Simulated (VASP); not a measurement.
Band structure of HfMg (space group R-3m). Level of theory: PBEsol GGA, VASP's PBE PAW potentials (set 64) (plane waves; VASP 6.6.1).

Unless said otherwise, spin-orbit coupling is left out, though it shifts the bands of the heavy elements here.

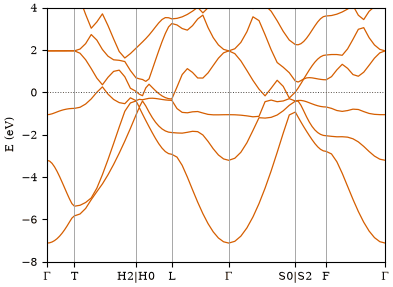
Fig. 1. Bands along high-symmetry lines, zero at the valence-band maximum or, without a gap, the Fermi level

Problem. Read the plot: is there a gap, and where are the band edges?

Solution. It has no gap at this level: it comes out as a metal or semimetal. (Edges off the drawn lines would not show.)

The structure comes from a computed database's HfMg entry (R-3m); how it stands against other phases isn't given here. It was relaxed first.
